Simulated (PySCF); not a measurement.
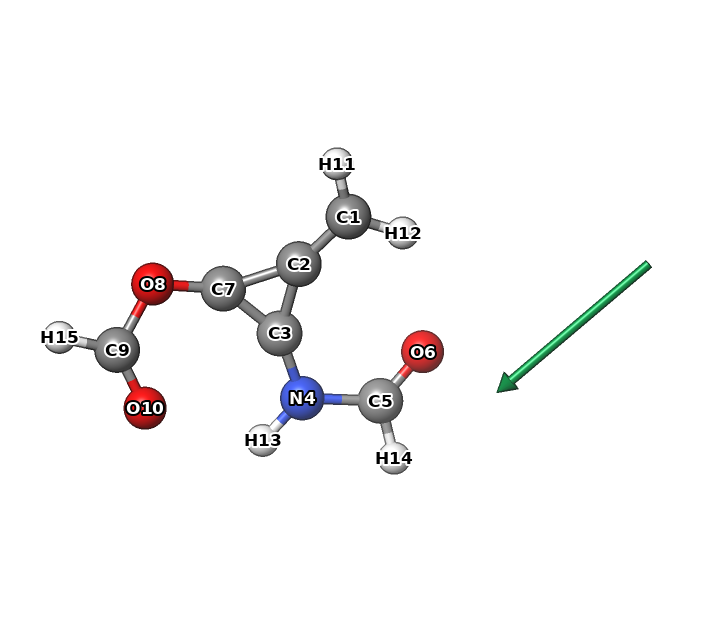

The arrow beside the molecule shows the direction of the dipole moment, from the negative to the positive end (its length means nothing). Geometry: a frame of a GFN2-xTB molecular-dynamics simulation, not a minimum. Properties computed with PBE0/pcSseg-1, gas phase (PySCF 2.14.0).

> How large is the dipole moment?

4.23 D; it points from the side of H11, H12 to the side of H15 (the outermost atoms at the two ends).
